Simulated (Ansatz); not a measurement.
**AsH4OP (SMILES PO[AsH2]): density, localisation and related maps**

```
atom    x (Å)    y (Å)    z (Å)
   P  -1.0215   0.8021  -0.8542
   O  -0.0229  -0.2988  -0.1398
  As   1.1618   0.2950   1.0936
   H  -2.2525   0.0982  -0.7056
   H  -0.8793   0.3661  -2.2039
   H   0.7752  -0.7317   2.1586
   H   2.3004  -0.5990   0.6055
```

Geometry: PBE0-D4/def2-TZVP.

These are results of Ansatz, RKS PBE0-D4/def2-TZVPP, not measurements.

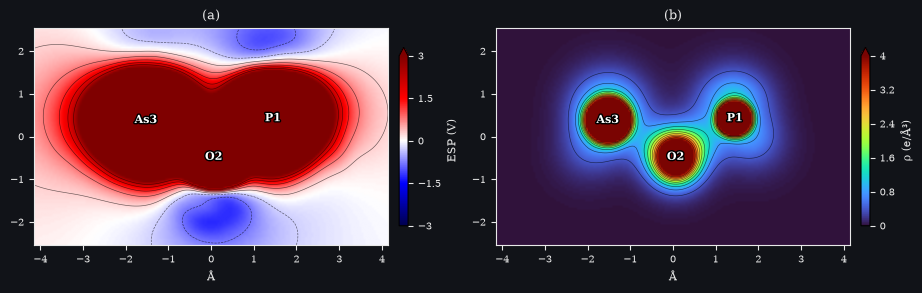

Figure 1. (a) electrostatic potential; (b) electron density on the plane of atoms P1, O2 and As3.

Question: Describe what can be read from this map.

Answer:
- Atoms in the plane: P, O and As.
- P–O (1.65 Å): ρ is about 1.3 e/Å³ halfway.
- As–O (1.81 Å): ρ at the midpoint is about 0.99 e/Å³.
- Outside the dense part of the molecule the potential is most negative (−1.3 V) near O2.

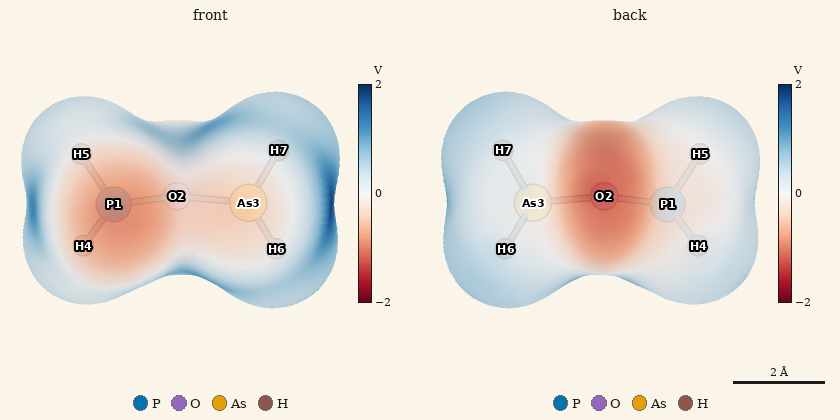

Figure 2. The molecular electrostatic potential painted on the density surface at 0.002 e/bohr³, seen from the front and from behind; the colour scale runs from red (negative) to blue (positive).

Question: Where is the surface potential most negative and most positive?

Answer: The most negative region (about −1.2 V, or −28 kcal/mol for a unit charge) lies over O2, the most positive (about +1.8 V, or +42 kcal/mol for a unit charge) over As3. O2 is the likeliest acceptor of a hydrogen bond.

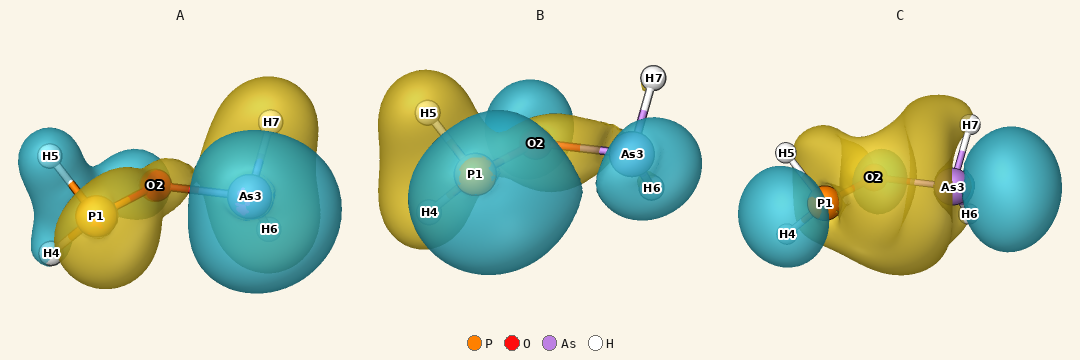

Figure 3. Three frontier orbitals at ±0.08 Å⁻³ᐟ² (yellow and cyan are the two phases), in no order.

Question: Which picture is the HOMO−1, the HOMO and the LUMO?

Answer: A is the HOMO−1 (−7.91 eV). Its weight (Hirshfeld) is mainly on As3 (about 60 %), P1 (about 15 %), H6 (about 10 %) and H7 (about 5 %). B is the HOMO (−7.05 eV). Its weight (Hirshfeld) is mainly on P1 (about 60 %), O2 (about 20 %) and As3 (about 10 %). C is the LUMO (−1.04 eV). Its weight (Hirshfeld) is mainly on As3 (about 50 %), P1 (about 25 %) and O2 (about 15 %).

Question: What is the HOMO–LUMO gap?

Answer: 6.01 eV between the orbital energies.
